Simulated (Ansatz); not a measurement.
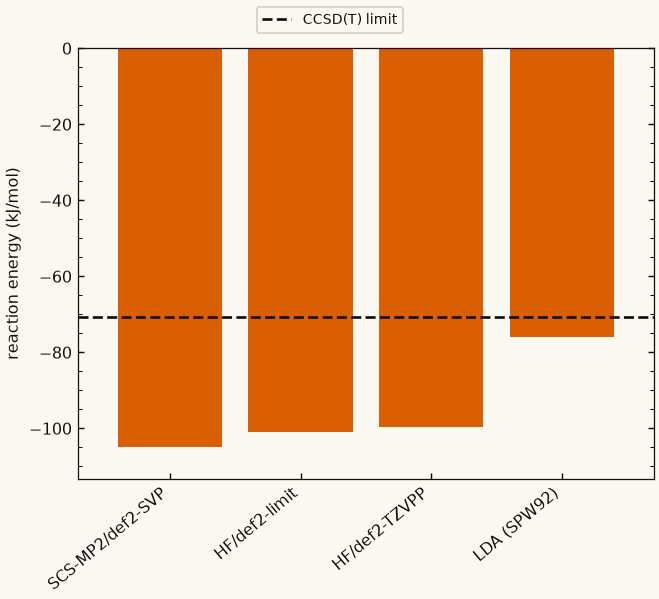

Electronic reaction energy of TiHSF₃ ([F][Ti]([F])([F])[SH]) + HF (F) → TiF₄ ([F][Ti]([F])([F])[F]) + H₂S (S) (SMILES in brackets) at several levels (functionals in def2-TZVPP unless a basis is named), isolated molecules at PBE0-D4 triple-zeta geometries, minima by their frequencies, no zero-point or thermal terms, the Ansatz code 0.2.0. The line is frozen-core CCSD(T) at the basis limit (MP2 extrapolated from triple and quadruple zeta, plus CCSD(T) less MP2 in a smaller set). The distance of SCS-MP2/def2-SVP to the limit includes basis error. The limit lies 7.3 kJ/mol from CCSD(T)/def2-TZVPP, so the line itself is uncertain by a part of that.

Which level comes closest to the line (CCSD(T) limit), and which misses most?

Closest LDA (SPW92) (−75.9 kJ/mol), against −70.7 kJ/mol; farthest SCS-MP2/def2-SVP (−104.9 kJ/mol).

What do zero-point energy and temperature add?

Zero-point change −1.7 kJ/mol; at 298.15 K and 1 bar the CCSD(T) limit plus thermal terms gives an enthalpy of reaction of −74.7 and a free energy of −68.7 kJ/mol (harmonic PBE0-D4 modes, ideal gas).

Known limits of this run: no scalar relativity up to krypton; outer-core shells are correlated without core-valence functions, which makes the correlated values less sure.
